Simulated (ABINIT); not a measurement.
# Quasiparticle gap of Cl (Cmce) in ABINIT

Aim: the G0W0 gap of Cl (Cmce) on PBE, step by step.

Method: PBE and many-body steps on it, plane waves, in ABINIT 10.8.3.

**1. The structure**

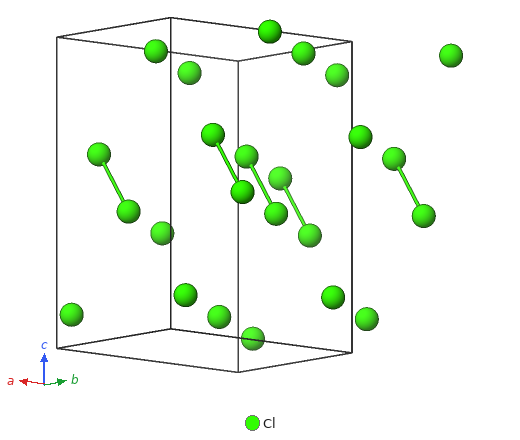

Start, viewed from a free direction; chlorine green. 1×2×1 cells are drawn. This picture shows the conventional cell, with its axes. Bonds to atoms that aren't drawn are left out. Some periodic images of atoms are drawn too.

The cell and positions come from the Crystallography Open Database and are kept as given unless a step says otherwise.

**2. Ground state**

This step: ABINIT 10.8.3; DFT, PBE, plane waves, norm-conserving pseudopotentials.

The ground-state density comes first.

The input, run.abi:

```
acell 3*1.0 Angstrom
rprim 
  3.145000000000 -2.250000000000 0.000000000000
  3.145000000000 2.250000000000 0.000000000000
  0.000000000000 0.000000000000 8.210000000000
ntypat 1
znucl 17
natom 4
typat 1 1 1 1
xred 
  0.870000000000 0.130000000000 0.100000000000
  0.630000000000 0.370000000000 0.600000000000
  0.130000000000 0.870000000000 0.900000000000
  0.370000000000 0.630000000000 0.400000000000
pp_dirpath "pseudos"
pseudos "Cl.upf"
ecut 25
ngkpt 6 6 4
nshiftk 1
shiftk 0 0 0
kptopt 1
chksymbreak 0
nband 20
occopt 1
tolvrs 1e-10
nstep 60
prtwf 0
optforces 0
optstress 0
indata_prefix "in"
outdata_prefix "out"
tmpdata_prefix "tmp"
```

Run with:

```
$ OMP_NUM_THREADS=1 mpirun -n 8 abinit run.abi > log
```

Numbers of over 12 decimals in the logs are rounded to 6 here.

The program printed:

```text
.Version 10.8.3 of ABINIT. v10.8.2 released Aug 2026.

 Symmetries : space group Cm c a (# 64); Bravais oC (1-face-center ortho.)
================================================================================
 Values of the parameters that define the memory need of the present run
     intxc =       0    ionmov =       0      iscf =       7    lmnmax =       6
     lnmax =       6     mgfft =      72  mpssoang =       3    mqgrid =    3493
     natom =       4  nloc_mem =       1    nspden =       1   nspinor =       1
    nsppol =       1      nsym =       8    n1xccc =    2501    ntypat =       1
    occopt =       1   xclevel =       2
-    mband =          20        mffmem =           1         mkmem =           5
       mpw =        4710          nfft =       93312          nkpt =          39
================================================================================
  Rough estimation (10% accuracy) of disk space for files :
================================================================================

--------------------------------------------------------------------------------
------------- Echo of variables that govern the present computation ------------
--------------------------------------------------------------------------------
 -outvars: echo values of preprocessed input variables --------
            acell      1.8897261259E+00  1.8897261259E+00  1.8897261259E+00 Bohr

      chksymbreak           0
             ecut      2.50000000E+01 Hartree
-          fftalg         312

              ixc     -101130
              kpt      0.00000000E+00  0.00000000E+00  0.00000000E+00
                       1.66666667E-01  0.00000000E+00  0.00000000E+00
                       3.33333333E-01  0.00000000E+00  0.00000000E+00
                       5.00000000E-01  0.00000000E+00  0.00000000E+00
                       1.66666667E-01  1.66666667E-01  0.00000000E+00
                       3.33333333E-01  1.66666667E-01  0.00000000E+00
                       5.00000000E-01  1.66666667E-01  0.00000000E+00
                      -3.33333333E-01  1.66666667E-01  0.00000000E+00
                      -1.66666667E-01  1.66666667E-01  0.00000000E+00
   [... 28 further rows ...]
                      -3.33333333E-01  3.33333333E-01  5.00000000E-01
                       5.00000000E-01  5.00000000E-01  5.00000000E-01
         kptrlatt        6    0    0      0    6    0      0    0    4
          kptrlen      4.38451851E+01
P           mkmem           5
            natom           4
            nband          20
            ngfft          36      36      72
             nkpt          39
            nstep          60
             nsym           8
           ntypat           1
              occ      2.000000  2.000000  2.000000  2.000000  2.000000  2.000000
                       2.000000  2.000000  2.000000  2.000000  2.000000  2.000000
                       2.000000  2.000000  0.000000  0.000000  0.000000  0.000000
                       0.000000  0.000000
        optforces           0
        optstress           0
            prtwf           0
            rprim      3.1450000000E+00 -2.2500000000E+00  0.0000000000E+00
[...]
spgroup          64

           tolvrs      1.00000000E-10

             xred      8.7000000000E-01  1.3000000000E-01  1.0000000000E-01
[...]
znucl       17.00000

================================================================================

 chkinp: Checking input parameters for consistency.

================================================================================
== DATASET  1 ==================================================================
-   mpi_nproc: 8, omp_nthreads: 1 (-1 if OMP is not activated)

--- !DatasetInfo
iteration_state: {dtset: 1, }
dimensions: {natom: 4, nkpt: 39, mband: 20, nsppol: 1, nspinor: 1, nspden: 1, mpw: 4710, }
cutoff_energies: {ecut:  25.0, pawecutdg:  -1.0, }
electrons: {nelect:   2.80000000E+01, charge:   0.00000000E+00, occopt:   1.00000000E+00, tsmear:   1.00000000E-02, }

 Real(R)+Recip(G) space primitive vectors, cartesian coordinates (Bohr,Bohr^-1):
 R(1)=  5.9431887 -4.2518838  0.0000000  G(1)=  0.0841299 -0.1175949  0.0000000
 R(2)=  5.9431887  4.2518838  0.0000000  G(2)=  0.0841299  0.1175949  0.0000000
 R(3)=  0.0000000  0.0000000 15.5146515  G(3)=  0.0000000  0.0000000  0.0644552
 Unit cell volume ucvol=  7.8410265E+02 bohr^3
 Angles (23,13,12)=  9.00000000E+01  9.00000000E+01  7.11614758E+01 degrees

 getcut: wavevector=  0.0000  0.0000  0.0000  ngfft=  36  36  72
         ecut(hartree)=     25.000   => boxcut(ratio)=   2.06184

--- Pseudopotential description ------------------------------------------------
- Cl Generated using ONCVPSP code by D. R. Hamann
- 17.00000   7.00000  171031                  znucl, zion, pspdat
12 -101130 2 -1 1028                          pspcod,pspxc,lmax,lloc,mmax
     nproj     2     2     2
  pspatm : epsatm=    9.12776517
         --- l  ekb(1:nproj) -->
[...]
pspatm: atomic psp has been read  and splines computed

   1.02230970E+03                                ecore*ucvol(ha*bohr**3)
--------------------------------------------------------------------------------

_setup2: Arith. and geom. avg. npw (full set) are    4682.410    4682.398

================================================================================

--- !BeginCycle
iteration_state: {dtset: 1, }
solver: {iscf: 7, nstep: 60, nline: 4, wfoptalg: 0, }
tolerances: {tolvrs: 1.00E-10, }

     iter   Etot(hartree)      deltaE(h)  residm     vres2
 ETOT  1  -65.563016520983    -6.556E+01 3.387E-02 2.238E+01
 ETOT  2  -65.589223611204    -2.621E-02 7.050E-03 1.956E+00
 ETOT  3  -65.589587263899    -3.637E-04 4.864E-03 1.545E-01
 ETOT  4  -65.589621889147    -3.463E-05 2.148E-03 4.225E-02
 ETOT  5  -65.589627101151    -5.212E-06 9.614E-04 1.292E-03
 ETOT  6  -65.589627199639    -9.849E-08 2.168E-03 7.950E-05
 ETOT  7  -65.589627205584    -5.946E-09 6.894E-04 1.991E-06
 ETOT  8  -65.589627205738    -1.540E-10 6.133E-04 2.591E-07
 ETOT  9  -65.589627205778    -4.003E-11 3.831E-04 4.428E-09
 ETOT 10  -65.589627205781    -2.188E-12 2.141E-04 2.506E-10
 ETOT 11  -65.589627205780     4.832E-13 1.255E-04 5.578E-12

 At SCF step   11       vres2   =  5.58E-12 < tolvrs=  1.00E-10 =>converged.

--- !ResultsGS
iteration_state: {dtset: 1, }
comment   : Summary of ground state results
lattice_vectors:
- [  5.9431887,  -4.2518838,   0.0000000, ]
- [  5.9431887,   4.2518838,   0.0000000, ]
- [  0.0000000,   0.0000000,  15.5146515, ]
lattice_lengths: [   7.30753,    7.30753,   15.51465, ]
lattice_angles: [ 90.000,  90.000,  71.161, ] # degrees, (23, 13, 12)
lattice_volume:   7.8410265E+02
convergence: {deltae:  4.832E-13, res2:  5.578E-12, residm:  1.255E-04, diffor:  0.000E+00, }
etotal    :  -6.55896272E+01
entropy   :   0.00000000E+00
fermie    :  -3.02756789E-02
cartesian_stress_tensor: null
pressure_GPa: null
xred      :
- [  8.7000E-01,   1.3000E-01,   1.0000E-01, Cl]
- [  6.3000E-01,   3.7000E-01,   6.0000E-01, Cl]
- [  1.3000E-01,   8.7000E-01,   9.0000E-01, Cl]
- [  3.7000E-01,   6.3000E-01,   4.0000E-01, Cl]
cartesian_forces: null
force_length_stats: {min: null, max: null, mean: null, }

 Integrated electronic density in atomic spheres:
 ------------------------------------------------
 Atom  Sphere_radius  Integrated_density
[...]
4        2.00000          4.99274342
================================================================================

 ----iterations are completed or convergence reached----

 Mean square residual over all n,k,spin=   23.421E-08; max=  12.545E-05
 reduced coordinates (array xred) for    4 atoms
       0.870000000000      0.130000000000      0.100000000000
       0.630000000000      0.370000000000      0.600000000000
       0.130000000000      0.870000000000      0.900000000000
       0.370000000000      0.630000000000      0.400000000000
 rms dE/dt=  0.0000E+00; max dE/dt=  0.0000E+00; dE/dt below (all hartree)
    1       0.000000000000      0.000000000000      0.000000000000
    2       0.000000000000      0.000000000000      0.000000000000
    3       0.000000000000      0.000000000000      0.000000000000
    4       0.000000000000      0.000000000000      0.000000000000

 cartesian coordinates (angstrom) at end:
    1      3.145000    -1.665000     0.821000
    2      3.145000    -0.585000     4.926000
    3      3.145000     1.665000     7.389000
    4      3.145000     0.585000     3.284000
 length scales=  1.889726125908  1.889726125908  1.889726125908 bohr
              =  1.000000000000  1.000000000000  1.000000000000 angstroms
 prteigrs : about to open file out_EIG
 Fermi (or HOMO) energy (hartree) =  -0.03028   Average Vxc (hartree)=  -0.28844
 Eigenvalues (hartree) for nkpt=  39  k points:
 kpt#   1, nband= 20, wtk=  0.00694, kpt=  0.0000  0.0000  0.0000 (reduced coord)
  -0.64091   -0.63353   -0.49406   -0.47435   -0.22600   -0.19657   -0.12661   -0.12203
  -0.10941   -0.10909   -0.05601   -0.04507   -0.03565   -0.03234    0.06046    0.08112
   0.22390    0.24601    0.29106    0.33966
 prteigrs : prtvol=0 or 1, do not print more k-points.

--- !EnergyTerms
iteration_state     : {dtset: 1, }
comment             : Components of total free energy in Hartree
kinetic             :  2.21312281786969E+01
hartree             :  1.26113106288631E+01
xc                  : -1.77898133417972E+01
Ewald energy        : -4.52935173226236E+01
psp_core            :  1.30379574154858E+00
local_psp           : -4.74110710612956E+01
non_local_psp       :  8.85843997082766E+00
total_energy        : -6.55896272057801E+01
total_energy_eV     : -1.78478467962638E+03
band_energy         : -6.75520836384921E+00

== END DATASET(S) ==============================================================
================================================================================

 -outvars: echo values of variables after computation  --------
           etotal     -6.5589627206E+01
            nband          20
             nkpt          39
          spgroup          64
 [... the other variables as echoed above ...]

 Calculation completed.
```

Run time: 16 s. Hardware: 8 MPI ranks of Intel Xeon Platinum 8488C (Sapphire Rapids), shared host; peak memory 0.71 GiB; 2.1 min of CPU time.

Numbers from this step:

| Quantity | Value |
| --- | --- |
| total energy | -1784.7847 eV |
| gap | 2.469 eV |
| k of the valence top | 0.5, 0.5, 0 |
| k of the conduction bottom | 0, 0, 0 |
| least direct gap | 2.525 eV |

The gap is indirect, with the least direct gap 0.06 eV higher.

(Part 1 of 3 ends here.)

[Paths, hosts, dates, memory and timing lines, banners, echoed tables and standing remarks are left out of the program output.]

[Logs are printed without paths, hosts, clocks, repeated set-up lines and the standing remarks that a program may print on its own settings, such as how far it seeks lower states.]

[Runs of the session that timed out or met a known fault of the program may be left out.]

[Hosts, paths, dates, database ids (printed as entryN), source tags and the programs' standing remarks are cut or masked in the printed files.]

[G0W0 gaps are taken among the corrected bands and points alone; a level outside them can change the order at an edge.]

[Where Ansatz stands beside ABINIT at settings called matched, ABINIT's density can come from a denser mesh and the files from another edition; pairs whose starting gaps differed by over 0.03 eV were left out, so agreement reads better than it is.]
